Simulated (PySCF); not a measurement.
| atom | x (Å) | y (Å) | z (Å) |
| --- | --- | --- | --- |
| C | 2.0554 | 0.1148 | -0.2183 |
| C | 0.7109 | 0.2751 | 0.3531 |
| F | 0.6289 | 0.9696 | 1.4985 |
| C | -0.4681 | -0.2355 | -0.1982 |
| N | -0.4114 | -0.9499 | -1.2728 |
| C | -1.7717 | 0.1138 | 0.5294 |
| F | -2.1179 | 1.4035 | 0.2896 |
| F | -2.7881 | -0.6487 | 0.0646 |
| H | 2.4556 | 1.0832 | -0.5271 |
| H | 2.7391 | -0.2896 | 0.5296 |
| H | 1.9901 | -0.5457 | -1.0767 |
| H | -1.3165 | -1.2660 | -1.6095 |
| H | -1.7104 | -0.0239 | 1.6200 |

Geometry: GFN2-xTB.

Level of theory: PySCF 2.14.0, density-fitted response routines, UKS B3LYP, pcH-1 on C F H N, non-relativistic, mean-field spin-orbit, GIAO.

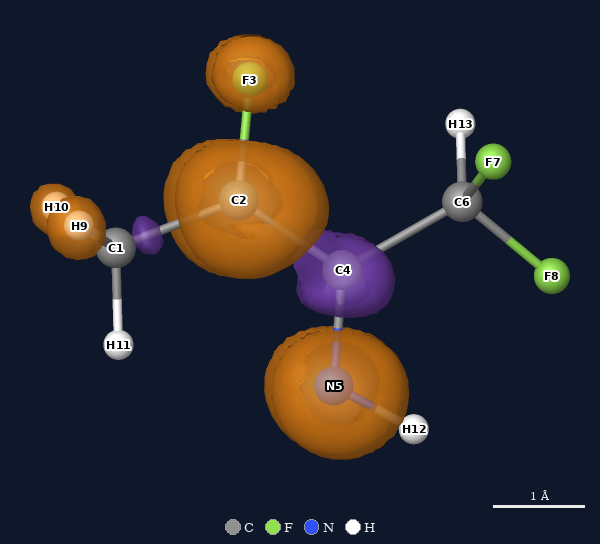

C$_{4}$H$_{5}$F$_{3}$N (SMILES [H]/N=C(/[C](C)F)C(F)F) (doublet). Isosurfaces of the spin density (α minus β) at +0.03 (orange) and −0.03 e/Å³ (purple), seen across its widest extent.

Question: Where is the unpaired spin?

Answer: The unpaired spin (1 electron) lies mostly on C2 (about 0.4), N5 (about 0.4) and F3 (about 0.1), in electrons by Hirshfeld's partition.
